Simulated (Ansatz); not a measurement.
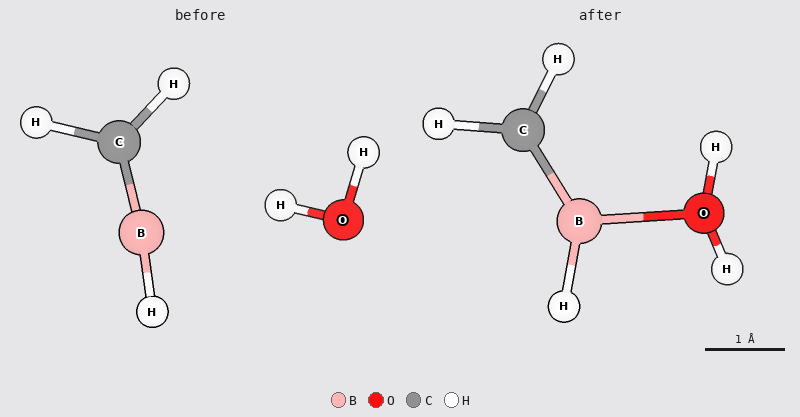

The structure of CH₅BO before (left) and after (right) a relaxation, at one scale.

Style: ball-and-stick. Shown at a tilt.

The run prepares an end point of a later path (reaction) calculation, from a guessed geometry.

These are results of Ansatz, RKS CAM-B3LYP/def2-SVP, not measurements. (no spin polarisation; force threshold 0.03 eV/Å; at most 50 steps)

Summarise the run.

The atom that moves furthest after the best rigid fit is an H atom (1.08 Å). Largest moves by element: H 1.08 Å, O 0.68 Å, B 0.60 Å, C 0.16 Å. Some distances before and after: B–O 2.790 → 1.618 Å, B–C 1.384 → 1.414 Å, B–H 1.184 → 1.201 Å, C–H 1.091 → 1.099 Å. New bonds form: B–O (2.79 → 1.62 Å). Among the angles between lasting bonds that change: C–B–H 174.9° → 139.6°, B–C–H 117.5° → 121.9°, H–O–H 103.9° → 108.1°. After 17 accepted moves (20 points after the start) the energy has fallen by 17.0 kcal/mol. The largest force component goes from 0.31 to 0.022 eV/Å. The line search rejected the trial steps at points 6, 9, 13 of the run. The run took 13 s on 2 threads of Intel(R) Xeon(R) 6975P-C (Granite Rapids) (shared host), peak memory 0.16 GiB.
